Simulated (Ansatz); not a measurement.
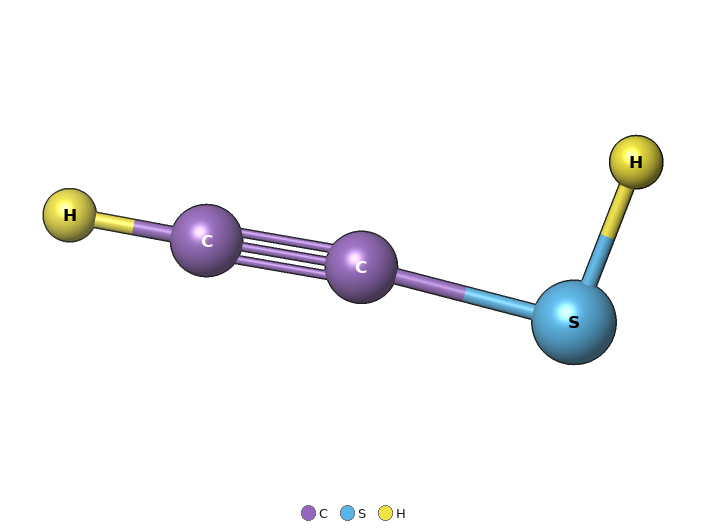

Computed geometry: PBE0-D4/def2-TZVP optimisation. No frequency run is at hand to confirm it as a minimum. Level of theory: RKS PBE0-D4/def2-TZVP (Ansatz 0.2.0).

Predict the main results.

The species is C2H2S (`C#CS`).
- dipole moment: 0.86 D
